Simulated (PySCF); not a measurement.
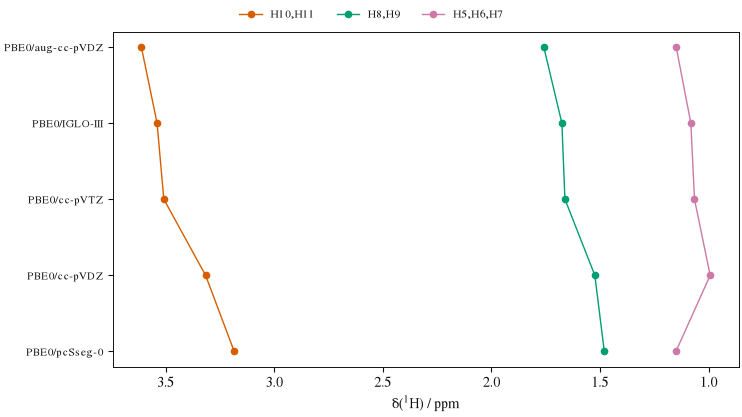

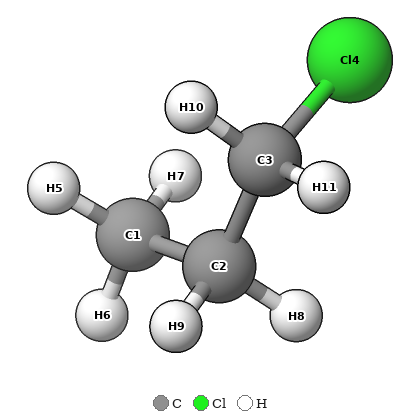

GIAO ¹H shifts of C₃H₇Cl, SMILES CCCCl at several levels, one geometry, PySCF 2.14.0, at a PBE0-D3(BJ)/def2-SVP geometry (no frequency check); values of one conformer, averaged over nuclei that symmetry or rotation about single bonds exchange, these motions taken as fast; other conformers aren't averaged in; each against TMS at the same level.

Q: Which of the plotted signals depends most on the level, and by how much?

A: That of H10 and H11: from 3.18 ppm (PBE0/pcSseg-0) to 3.61 ppm (PBE0/aug-cc-pVDZ), a spread of 0.43 ppm. The steadiest, H5, H6 and H7, moves by 0.16 ppm.

Q: Do all levels give the signals in the same order?

A: Yes, the order of the signals is the same at every level.
